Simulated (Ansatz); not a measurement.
BNH₄OCl: several calculations on one system

Part 1: Relaxation

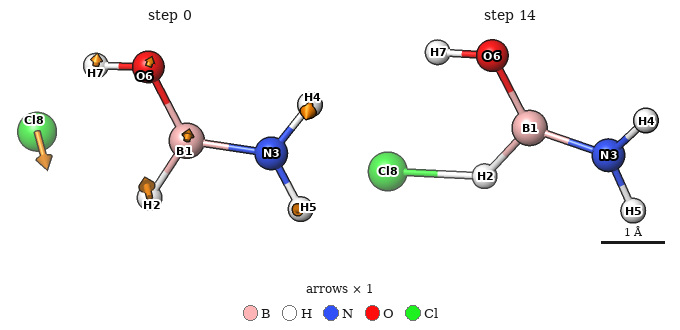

The structure of BNH₄OCl (multiplicity 2) before (left) and after (right) a relaxation, at one scale. The orange arrows give the displacements, at their true length.

A ball-and-stick model, seen at a tilt.

The run prepares an end point of a later path (reaction) calculation, from a guessed geometry.

These are results of Ansatz 0.2.0, UKS PBE-D4/def2-SVP, not measurements. (collinear spin; force threshold 0.03 eV/Å; at most 50 steps)

> What changed between the two?

The largest move after the best rigid fit is that of Cl8, 0.73 Å. Largest moves by element: Cl 0.73 Å, H 0.51 Å, B 0.23 Å, O 0.19 Å, N 0.07 Å. Among the contacts that change: H2–Cl8 2.564 → 1.752 Å, B1–Cl8 3.136 → 2.875 Å, B1–H2 1.214 → 1.330 Å, B1–N3 1.414 → 1.397 Å. Among the angles between lasting bonds that change: H2–B1–O6 120.9° → 114.4°, N3–B1–O6 121.2° → 126.8°. The energy falls by 0.234 eV in 13 accepted moves (14 points after the start). The largest force component goes from 0.66 to 0.023 eV/Å. The line search rejected the trial step at point 5 of the run. The run took 16 s on 2 threads of Intel(R) Xeon(R) 6975P-C (Granite Rapids) (shared host), peak memory 0.18 GiB.

Limits of the set-up: the start holds two separate molecules, 2.3 Å apart at their closest, whose relative position is a soft coordinate.

Part 2: Relaxation

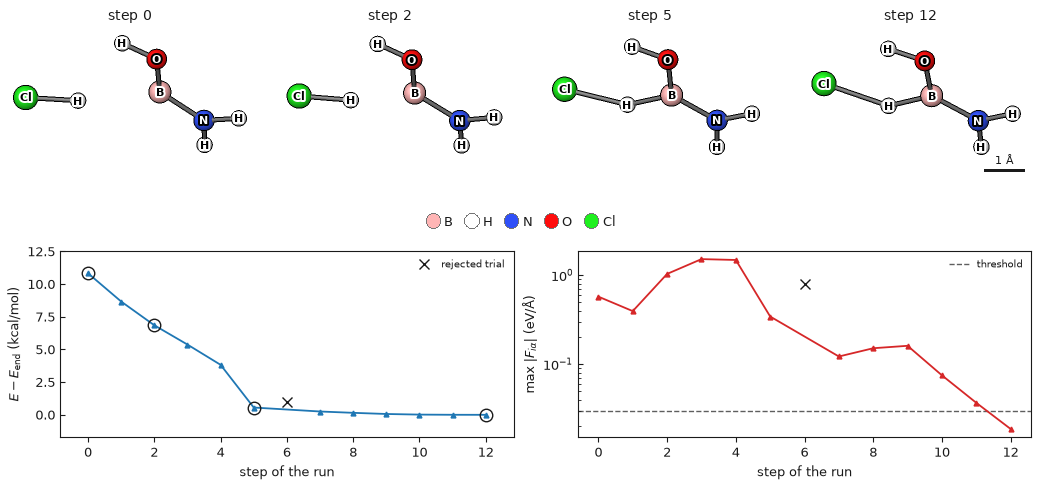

Frames of a relaxation of BNH$_{4}$OCl (multiplicity 2), marked on the history of the run. Style: ball-and-stick. Shown from a free direction.

The run prepares an end point of a later path (reaction) calculation, from a guessed geometry.

The calculation used Ansatz, UKS PBE-D4/def2-SVP. Settings: collinear spin; force threshold 0.03 eV/Å; at most 50 steps.

Q: Describe the path.

A: The largest move after the best rigid fit is that of an H atom, 0.85 Å. By element the largest moves are H 0.85 Å, Cl 0.72 Å, O 0.35 Å, B 0.25 Å, N 0.16 Å. Near-neighbour distances that change, for instance: B–H 2.378 → 1.330 Å, B–Cl 3.666 → 2.872 Å, Cl–H 1.353 → 1.748 Å, H–O 0.972 → 0.980 Å. New bonds form, among them: B–H (2.38 → 1.33 Å). Bond angles that change, for instance: B–O–H 113.5° → 109.4°. After 11 accepted moves (12 points after the start) the energy has fallen by 10.8 kcal/mol. Largest force component: 0.58 eV/Å at the start, 0.019 eV/Å at the end. The line search rejected the trial step at point 6 of the run. From step 0 to 2: an H atom moves most (0.38 Å), energy −3.98 kcal/mol. From step 2 to 5: an H atom moves most (0.48 Å), energy −6.30 kcal/mol. From step 5 to 12: the Cl atom moves most (0.28 Å), energy −0.56 kcal/mol.

| step | E − E(0), kcal/mol | largest force component, eV/Å | note |
| --- | --- | --- | --- |
| 0 | 0.00 | 0.5752 |  |
| 1 | -2.16 | 0.3956 |  |
| 2 | -3.98 | 1.0358 |  |
| 3 | -5.46 | 1.5188 |  |
| 4 | -7.01 | 1.4854 |  |
| 5 | -10.27 | 0.3442 |  |
| 6 | -9.81 | 0.7984 | rejected |
| 7 | -10.58 | 0.1223 |  |
| 8 | -10.68 | 0.1515 |  |
| 9 | -10.77 | 0.1613 |  |
| 10 | -10.82 | 0.0751 |  |
| 11 | -10.83 | 0.0369 |  |
| 12 | -10.83 | 0.0188 |  |

Limits of the set-up: the start holds two separate molecules, 2.4 Å apart at their closest, whose relative position is a soft coordinate.

Part 3: Path

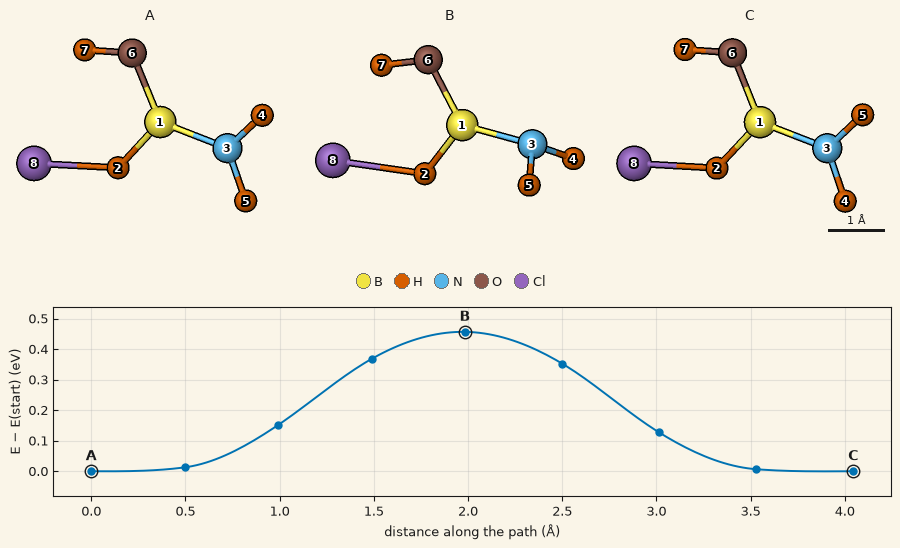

NEB run on BNH$_{4}$OCl (multiplicity 2). Images are numbered from 0 (start) to 8 (end). Frames A to C are images 0, 4, 8. The picture is a ball-and-stick view, seen at a tilt.

All numbers below come from UKS PBE-D4/def2-SVP in Ansatz. Run with 7 movable images; climbing image; force threshold 0.05 eV/Å; iteration limit 60; starting path through a guess of the saddle point.

Read off the barrier and say what moves.

Answer. The two ends have the same energy, and the highest point, image 4, lies 0.46 eV above the start. No bond forms or breaks between the ends. Among the angles between lasting bonds that change up to the highest image: B1–N3–H5 123.3° → 114.5°, B1–N3–H4 122.1° → 114.9°. The band is converged. At the top, the vibrational analysis gives one imaginary mode (388i cm⁻¹), as a transition state must have.

Cost: 100 s on 2 threads of Intel(R) Xeon(R) 6975P-C (Granite Rapids) (shared host), peak memory 0.19 GiB.
